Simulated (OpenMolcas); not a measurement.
Yb³⁺: multiconfigurational calculation

- system: Yb³⁺, among 3 point charges of −2 e at 2.75 Å, trigonal planar (D3h), whose field is part of the energies.
- method: state-averaged CASSCF, active space 13 electrons in the shell 4f, basis ANO-RCC-VDZP, DKH2 scalar Hamiltonian, spin-orbit coupling by RASSI with atomic mean-field integrals (OpenMolcas)

Input file:
```
&GATEWAY
Coord
1

Yb 0.0 0.0 0.0
Basis=ANO-RCC-VDZP
Group=NoSym
NoMove
AngMom=0.0 0.0 0.0
AMFI
XField
3 Angstrom 0
2.750000 0.000000 0.000000 -2.000000
-1.375000 2.381570 0.000000 -2.000000
-1.375000 -2.381570 0.000000 -2.000000
&SEWARD
&RASSCF
FileOrb=start.orb
Symmetry=1
Spin=2
nActEl=13 0 0
Inactive=27
Ras2=7
CIRoot=7 7 1
SDav=7
CIMx=300
Iter=120 100
PrWF=0.3
OrbListing=Nothing
MaxOrb=0
>>> COPY $Project.JobIph JOB001
&RASSI
NrOfJobIphs=1 7
1 2 3 4 5 6 7
IphNames
JOB001
EJob
SpinOrbit
DIPRint=1.0
SOCoupling=1000.0
Subsets=2
Property=9
'ANGMOM' 1 'ANGMOM' 2 'ANGMOM' 3 'MLTPL  1' 1 'MLTPL  1' 2 'MLTPL  1' 3
'AMFI' 1 'AMFI' 2 'AMFI' 3
SOProperty=3
'ANGMOM' 1 'ANGMOM' 2 'ANGMOM' 3
```

The file start.orb holds starting orbitals from an earlier step. A driver script formed the levels outside the program, from RASSI's spin-orbit matrix and the active-space energies, averaged over the components of each term or state.

Hardware: 1 CPU thread, shared host.

Run as:
```bash
OMP_NUM_THREADS=1 MOLCAS_MEM=2252 MOLCAS_PROJECT=a pymolcas a.inp > a.log  # once for each step of the input, in one work folder
```

The program's output (extracts):
```
--- SEWARD ---
Basis set label: YB.ANO-RCC...7S6P4D2F1G.

      Electronic valence basis set:
      ------------------
      Associated Effective Charge  70.000000 au
      Associated Actual Charge     70.000000 au
      Nuclear Model: Point charge

      Shell  nPrim  nBasis  Cartesian Spherical Contaminant
         s      25       7        X
         p      22       6        X
         d      15       4                 X
         f      11       2                 X
         g       4       1                 X
                  Relativistic Douglas-Kroll-Hess integrals:
                    - DKH order of Hamiltonian: 2
                    - DKH order of Properties : 0
                  Atomic mean-field integrals
--- RASSCF ---
Wave function specifications:
      -----------------------------

      Number of closed shell electrons          54
      Number of electrons in active shells      13
      Max number of holes in RAS1 space          0
      Max nr of electrons in RAS3 space          0
      Number of inactive orbitals               27
      Number of active orbitals                  7
      Number of secondary orbitals              34
      Spin quantum number                      0.5
      State symmetry                             1
Orbital specifications:
      -----------------------

      Symmetry species                           1
                                                 a
      Frozen orbitals                            0
      Inactive orbitals                         27
      Active orbitals                            7
      RAS1 orbitals                              0
      RAS2 orbitals                              7
      RAS3 orbitals                              0
      Secondary orbitals                        34
      Deleted orbitals                           0
      Number of basis functions                 68
      Number of CSFs                             7
      Number of root(s) required                 7
      Iter CI   SX   CI       RASSCF       Energy    max ROT     max BLB   max BLB  Level Ln srch  Step   QN
          iter iter root      energy       change     param      element    value   shift minimum  type update
 Nr of preliminary CI iterations:   1
      Total energies have been shifted. Add               -14000.00 au
        1   1    7    0   -48.24960499    0.00E+00  -7.40E-02   34  59 1  6.36E-01*  0.18   0.00    SX    NO
        2   1    9    0   -48.34382020   -9.42E-02*  7.01E-02   31  56 1 -5.19E-01*  0.00   0.00    SX    NO
        3   1    7    0   -48.33480806    9.01E-03*  6.73E-02   28  53 1  5.51E-01*  0.12   0.00    SX    NO
        4   1    9    0   -48.36067747   -2.59E-02*  6.65E-02   31  56 1 -4.90E-01*  0.00   0.00    SX    NO
        5   1    7    0   -48.34568790    1.50E-02*  2.10E-02   31  56 1  5.33E-01*  0.11   0.49    LS   YES
        6   1    8    0   -48.47421448   -1.29E-01*  2.38E-02   28  53 1  2.01E-01*  0.00   1.62    SX   YES
        7   1    8    0   -48.48110028   -6.89E-03*  2.05E-02   31  56 1 -1.65E-01*  0.00   0.55    SX   YES
        8   1    8    0   -48.48400710   -2.91E-03*  1.84E-02   31  56 1  1.49E-01*  0.00   0.53    SX   YES
        9   1    8    0   -48.48621855   -2.21E-03*  1.70E-02   31  56 1 -1.33E-01*  0.00   0.52    SX   YES
       10   1    8    0   -48.48731760   -1.10E-03*  1.59E-02   31  56 1  1.27E-01*  0.00   0.52    SX   YES
        ...
       24   1    8    0   -48.49120146    1.54E-05*  8.68E-03   31  56 1  9.40E-02*  0.00   0.50    SX   YES
       25   1    7    0   -48.49510943   -3.91E-03*  2.57E-03   31  56 1 -3.95E-02*  0.00   0.70    QN   YES
       26   1    5    0   -48.49595686   -8.47E-04*  9.73E-06   31  56 1 -8.78E-05   0.00   1.00    QN   YES
       27   1    4    0   -48.49595687   -5.90E-09   3.33E-06   34  45 1  5.10E-06   0.00   1.04    QN   YES
      Convergence after 27 iterations
       28   1    4    0   -48.49595687   -8.19E-11   3.33E-06   34  45 1  2.00E-06   0.00   1.04    QN   YES
      Natural orbitals and occupation numbers for root  1
      sym 1:   1.000000   2.000000   2.000000   2.000000   2.000000   2.000000   2.000000
      Natural orbitals and occupation numbers for root  2
      sym 1:   1.000000   2.000000   2.000000   2.000000   2.000000   2.000000   2.000000
      Natural orbitals and occupation numbers for root  3
      sym 1:   2.000000   2.000000   2.000000   2.000000   2.000000   1.000000   2.000000
::    RASSCF root number  1 Total energy: -14048.49992828
::    RASSCF root number  2 Total energy: -14048.49984783
::    RASSCF root number  3 Total energy: -14048.49576408
::    RASSCF root number  4 Total energy: -14048.49576408
::    RASSCF root number  5 Total energy: -14048.49369285
::    RASSCF root number  6 Total energy: -14048.49369285
::    RASSCF root number  7 Total energy: -14048.49300809
--- RASSI ---
SPIN-FREE ENERGIES:
  (Shifted by EMIN (a.u.) =     -14048.4999282791)

 SF State       Relative EMIN(au)   Rel lowest level(eV)    D:o, cm**(-1)      L_eff

     1             0.0000000000        0.0000000000              0.0000         3.0
     2             0.0000804450        0.0021890186             17.6556         3.0
     3             0.0041641990        0.1133136264            913.9360         3.0
     4             0.0041641990        0.1133136264            913.9360         3.0
     5             0.0062354291        0.1696746690           1368.5185         3.0
     6             0.0062354291        0.1696746690           1368.5185         3.0
     7             0.0069201881        0.1883079114           1518.8057         3.0
     Dipole printing threshold changed to   1.00000000E+00

++ Dipole transition strengths (spin-free states):
   -----------------------------------------------
     for osc. strength at least  1.00000000E+00

  ( Max oscillator strength is only    1.8264350992684110E-008 )
--
Eigenvalues of complex Hamiltonian:
   -----------------------------------
  (Shifted by EMIN (a.u.) =     -14048.4999282791)

 SO State       Relative EMIN(au)   Rel lowest level(eV)    D:o, cm**(-1)     J-value

     1            -0.0206083346        0.0000000000              0.0000         1.4
     2            -0.0206083346        0.0000000000              0.0000         1.4
     3            -0.0170476286        0.0968917463            781.4846         2.6
     4            -0.0170476286        0.0968917463            781.4846         2.6
     5            -0.0149165417        0.1548815773           1249.2042         3.2
     6            -0.0149165417        0.1548815773           1249.2042         3.2
     7            -0.0139010878        0.1825134850           1472.0705         3.5
     8            -0.0139010878        0.1825134850           1472.0705         3.5
     9             0.0281906626        1.3278883613          10710.1419         1.2
    10             0.0281906626        1.3278883613          10710.1419         1.2
    11             0.0321784716        1.4364021729          11585.3648         2.1
    12             0.0321784716        1.4364021729          11585.3648         2.1
    13             0.0339043477        1.4833656557          11964.1509         2.5
    14             0.0339043477        1.4833656557          11964.1509         2.5
Weights of the five most important spin-orbit-free states for each spin-orbit state.

 SO State  Total energy (au)           Spin-free states, spin, and weights
 -------------------------------------------------------------------------------------------------------
    1        -0.020608       1 0.5  0.5026    2 0.5  0.4974    3 0.5  0.0000    4 0.5  0.0000    5 0.5  0.0000
    2        -0.020608       1 0.5  0.5026    2 0.5  0.4974    3 0.5  0.0000    4 0.5  0.0000    5 0.5  0.0000
    3        -0.017048       3 0.5  0.4171    4 0.5  0.4171    2 0.5  0.0849    1 0.5  0.0810    5 0.5  0.0000
    4        -0.017048       3 0.5  0.4171    4 0.5  0.4171    2 0.5  0.0849    1 0.5  0.0810    5 0.5  0.0000
    5        -0.014917       5 0.5  0.3481    6 0.5  0.3481    4 0.5  0.1519    3 0.5  0.1519    7 0.5  0.0000
    6        -0.014917       5 0.5  0.3481    6 0.5  0.3481    4 0.5  0.1519    3 0.5  0.1519    7 0.5  0.0000
    7        -0.013901       7 0.5  0.5645    6 0.5  0.2178    5 0.5  0.2178    3 0.5  0.0000    4 0.5  0.0000
    8        -0.013901       7 0.5  0.5645    6 0.5  0.2178    5 0.5  0.2178    3 0.5  0.0000    4 0.5  0.0000
    9         0.028191       2 0.5  0.4178    1 0.5  0.4164    3 0.5  0.0829    4 0.5  0.0829    5 0.5  0.0000
   10         0.028191       2 0.5  0.4178    1 0.5  0.4164    3 0.5  0.0829    4 0.5  0.0829    5 0.5  0.0000
   11         0.032178       4 0.5  0.3481    3 0.5  0.3481    5 0.5  0.1519    6 0.5  0.1519    7 0.5  0.0000
   12         0.032178       4 0.5  0.3481    3 0.5  0.3481    5 0.5  0.1519    6 0.5  0.1519    7 0.5  0.0000
```

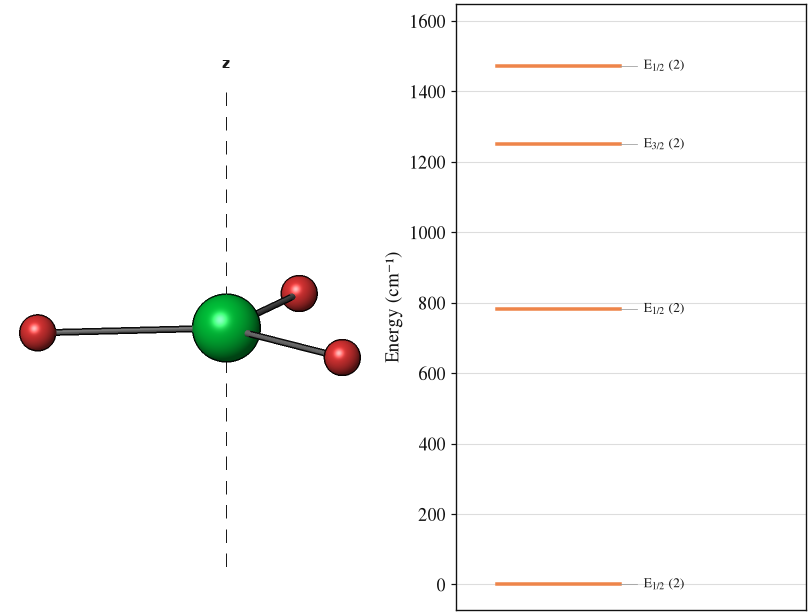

Yb³⁺ (4f¹³) among 3 point charges of −2 e at 2.75 Å, arranged as: trigonal planar (D3h), with its levels. Labels give the representation in O, Td, D4 or D3 as the site allows (double group for half-integer spin) where it could be assigned and, in brackets, the degeneracy; spin-free states, where drawn, share the zero of the spin-orbit levels. The ground level is E₁/₂, a Kramers doublet, 100 % from states of spin multiplicity 2, effective J = 3.50, with |mJ| = 7/2 the largest share (100 %). Its principal g values are 0.03, 0.03 and 8.00, easy-axis. The next level lies at 781 cm⁻¹ (E₁/₂). The lowest J multiplet spreads over 1,470 cm⁻¹.

Results in brief:

```
                                 quantity                 value
                                  outcome             converged
      energy of the lowest spin-free term  −14048.49993 hartree
    energy of the lowest spin-orbit level  −14048.52054 hartree
largest spread among components of a term              0.0 cm⁻¹
                                wall time                 4.9 s
```

Remarks:

Without dynamic correlation the splittings between terms come out too large, often by 20 to 50 %. Caveats: point charges have no covalency.
